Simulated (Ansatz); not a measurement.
HC18N: several calculations on one system

**1. Relaxation**

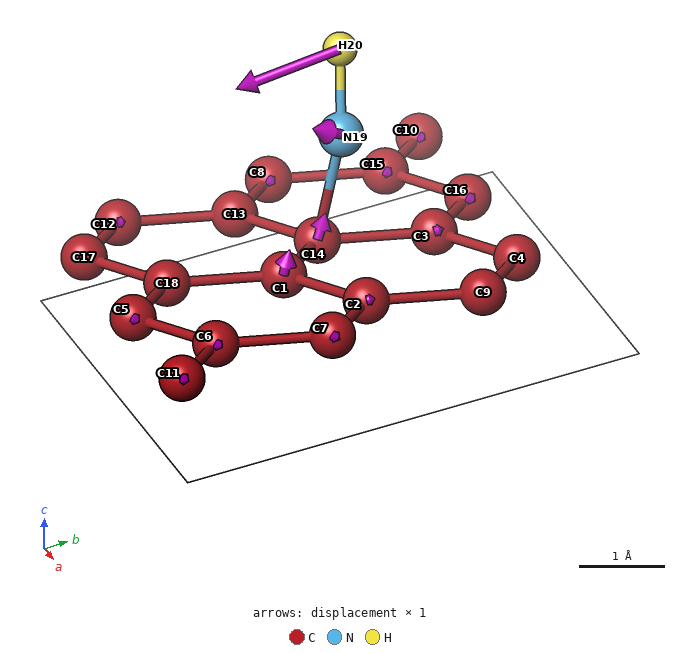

A relaxation of a slab of composition HC18N. The starting structure is drawn; purple arrows show the displacements, at their true length.

The picture is a ball-and-stick view of the cell of the calculation, outlined in the plane, without the vacuum (origin shifted), seen slightly off an axis.

It is NH on graphene monolayer, set down by a guess. The run prepares an end point of a later path (dissociation) calculation, from a guessed geometry.

The calculation used DFT PBEsol, scalar-relativistic, plane waves, PAW in Ansatz 0.2.0.

The input:
```yaml
crystal:
  lattice:
    - [7.398, 0.0, 0.0]
    - [-3.699, 6.406856, 0.0]
    - [0.0, 0.0, 11.0]
  atoms:
    - { symbol: C, position: [0.0, 0.0, 0.0909091] }
    - { symbol: C, position: [0.2222222, 0.1111111, 0.0909091] }
    - { symbol: C, position: [0.0, 0.3333333, 0.0909091] }
    - { symbol: C, position: [0.2222222, 0.4444444, 0.0909091] }
    - { symbol: C, position: [0.0, 0.6666667, 0.0909091] }
    - { symbol: C, position: [0.2222222, 0.7777778, 0.0909091] }
    - { symbol: C, position: [0.3333333, 0.0, 0.0909091] }
    - { symbol: C, position: [0.5555556, 0.1111111, 0.0909091] }
    - { symbol: C, position: [0.3333333, 0.3333333, 0.0909091] }
    - { symbol: C, position: [0.5555556, 0.4444444, 0.0909091] }
    - { symbol: C, position: [0.3333333, 0.6666667, 0.0909091] }
    - { symbol: C, position: [0.5555556, 0.7777778, 0.0909091] }
    - { symbol: C, position: [0.6666667, 0.0, 0.0909091] }
    - { symbol: C, position: [0.8888889, 0.1111111, 0.0909091] }
    - { symbol: C, position: [0.6666667, 0.3333333, 0.0909091] }
    - { symbol: C, position: [0.8888889, 0.4444444, 0.0909091] }
    - { symbol: C, position: [0.6666667, 0.6666667, 0.0909091] }
    - { symbol: C, position: [0.8888889, 0.7777778, 0.0909091] }
    - { symbol: "N", position: [0.9608258, 0.1402959, 0.2209091] }
    - { symbol: H, position: [0.9481439, 0.1418348, 0.3145455] }
basis:
  ecutwfc: 420.0
kpoints:
  mp_grid: { grid: [2, 2, 1] }
hamiltonian:
  xc: pbesol
scf:
  occupations: { method: fermi_dirac, width: 0.05 }
  lower_state_search: "off"
relax:
  f_tol: 0.03
  max_steps: 60
  adjacent_minimum: "off"
```

Command:
```bash
ansatz run input.yaml --threads 1 --pin off --max-ram 3072MiB --backend cpu --events-out ev --progress --plain --runs-dir out
```

Q: What happened in the run?

A: After 10 accepted moves (11 points after the start) the energy has fallen by 3.290 eV per cell of the calculation. The largest force component goes from 2.6 to 0.026 eV/Å. The line search rejected the trial step at point 9 of the run. The largest move relative to the layer's centre is that of H20, 1.33 Å at 70° to the normal (−c side). Largest moves by element: H 1.33 Å, N 0.49 Å, C 0.35 Å. The cell doesn't change. Near-neighbour distances that change, for instance: C3–N19 1.938 → 2.452 Å, C1–N19 1.873 → 1.480 Å, C1–C14 1.424 → 1.522 Å, C1–C2 1.424 → 1.466 Å. New bonds form: C1–N19 (1.87 → 1.48 Å). Bond angles that change, for instance: C14–N19–H20 157.1° → 107.8°, C3–C14–N19 82.9° → 112.7°, C1–C14–N19 79.5° → 59.1°.

Limits of the set-up: the periodic images lie only 7.4 Å apart, so the values are limited by the cell's size.

**2. Relaxation**

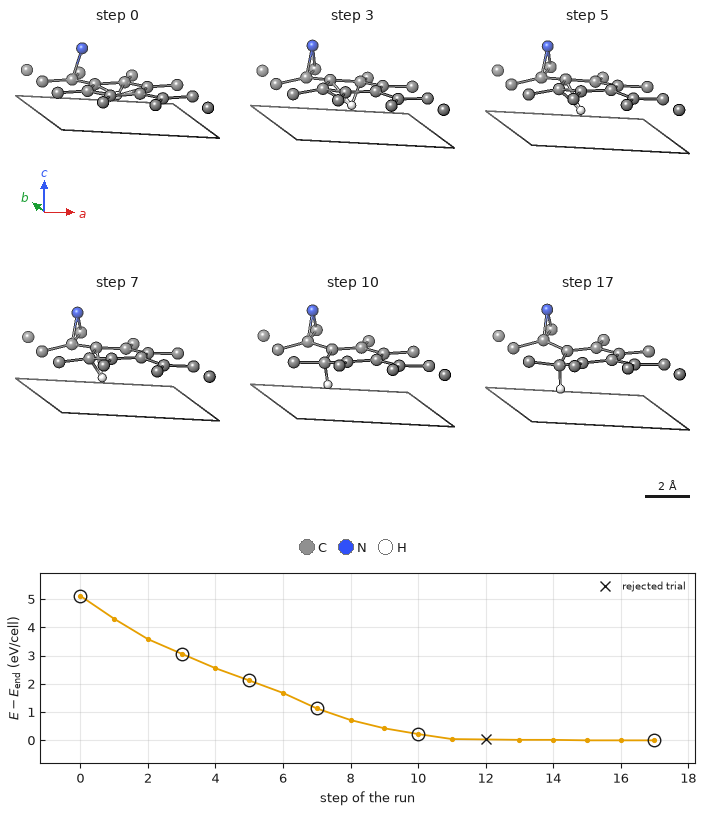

Frames of a relaxation of a slab of composition HC18N, marked on the history of the run. Style: ball-and-stick. Shown: the cell of the calculation, outlined in the plane, without the vacuum (origin shifted), slightly off an axis.

It is NH on graphene monolayer, set down by a guess. The run prepares an end point of a later path (dissociation) calculation, from a guessed geometry.

Computed with Ansatz 0.2.0, DFT PBEsol, scalar-relativistic, plane waves, PAW. Settings: plane-wave cutoff 420 eV; k-point mesh 2 × 2 × 1; occupations fermi dirac; smearing width 0.05 eV; no spin polarisation; atoms relaxed in a fixed cell; force threshold 0.03 eV/Å; at most 60 steps.

Question: Describe the path.

Answer: The atom that moves furthest relative to the layer's centre is the H atom (1.73 Å at 48° to the normal (−c side)). By element the largest moves are H 1.73 Å, N 0.50 Å, C 0.49 Å. The cell doesn't change. Some distances before and after: C–H 1.457 → 3.151 Å, C–H 1.457 → 2.860 Å, C–H 1.457 → 2.062 Å, C–H 1.457 → 2.033 Å. New bonds form: C–N (1.90 → 1.44 Å). Bond angles that change, for instance: C–C–N 80.9° → 111.6°, C–C–N 80.9° → 57.6°, C–C–C 120.0° → 114.8°. Over 16 accepted moves (17 points after the start) the energy falls by 5.115 eV per cell of the calculation. The largest force component goes from 2.3 to 0.0051 eV/Å. The line search rejected the trial step at point 12 of the run. From step 0 to 3: the H atom moves most (0.46 Å), energy −2.049 eV per cell of the calculation. From step 3 to 5: the H atom moves most (0.38 Å), energy −0.945 eV per cell of the calculation. From step 5 to 7: the H atom moves most (0.39 Å), energy −0.991 eV per cell of the calculation. From step 7 to 10: the H atom moves most (0.54 Å), energy −0.906 eV per cell of the calculation. From step 10 to 17: the H atom moves most (0.35 Å), energy −0.224 eV per cell of the calculation.

Limits of the set-up: the periodic images lie only 7.4 Å apart, so the values are limited by the cell's size.

**3. Path**

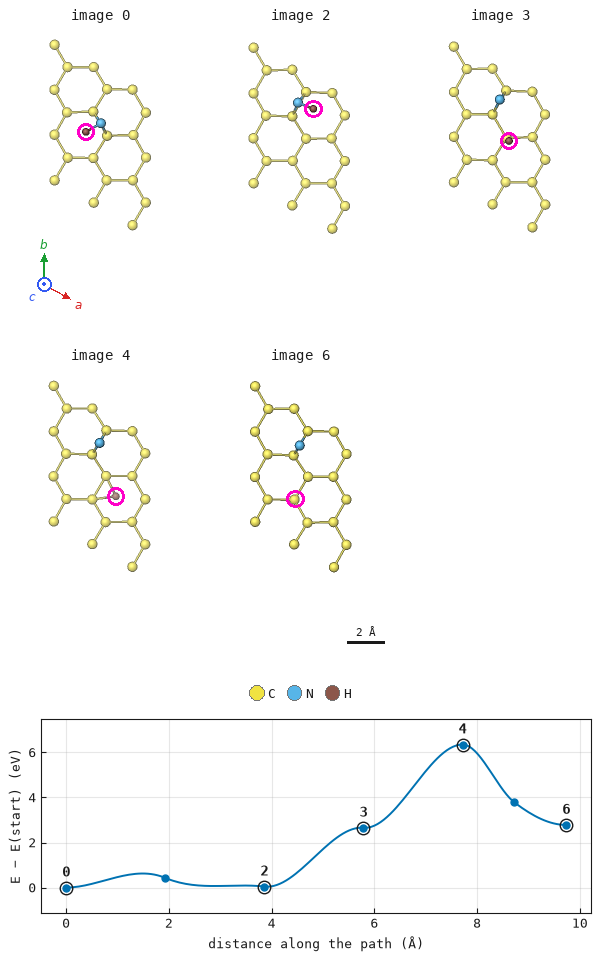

A search for the minimum-energy path of NH on graphene monolayer (20 atoms in the cell) by the nudged elastic band. Images are numbered from 0 (start) to 6 (end). Style: ball-and-stick. Shown: the simulation cell, with the vacuum cut short (origin moved), along the c axis. The moving atom is ringed, with any periodic copies. Bonds to atoms that aren't drawn are left out.

All numbers below come from Ansatz, DFT PBEsol, scalar-relativistic, plane waves, PAW. Set-up: plane-wave cutoff 420 eV; k-point mesh 2 × 2 × 1; Fermi-Dirac smearing 0.05 eV; 5 movable images; climbing image; force threshold 0.03 eV/Å; iteration limit 66; starting path by image-dependent pair potential.

Describe the mechanism and the energy profile.

The path has more than one stage, and so few images may leave a stage unresolved. The H atom travels furthest, 3.81 Å from end to end, on a path that bends up to 1.93 Å away from the straight line. At the highest image its nearest neighbour (C) is 1.23 Å away, against 1.03 Å at the start, and the surrounding atoms stand up to 0.63 Å off the mean of their end positions. Breaking: C–N (1.48 → 2.38 Å), H–N (1.03 → 4.25 Å). Forming: C–H (2.47 → 1.13 Å), C–N (2.45 → 1.44 Å). The highest point, image 4, lies 6.35 eV above the start and 3.57 eV above the end; the end is at +2.78 eV relative to the start. The profile has 2 maxima (images 1, 4) with a dip at image 2 (+0.05 eV), so the process runs in steps. The band converged in 56 iterations. The climbing image converged on the top of the path. A check of its curvatures didn't confirm a first-order saddle.

Limits of the set-up: the periodic images lie only 7.4 Å apart, so the values are limited by the cell's size.

Cost: 23 min on 1 thread of AMD EPYC 7R43 64-Core Processor (Zen 3), with other jobs on the host, peak memory 1 GiB.
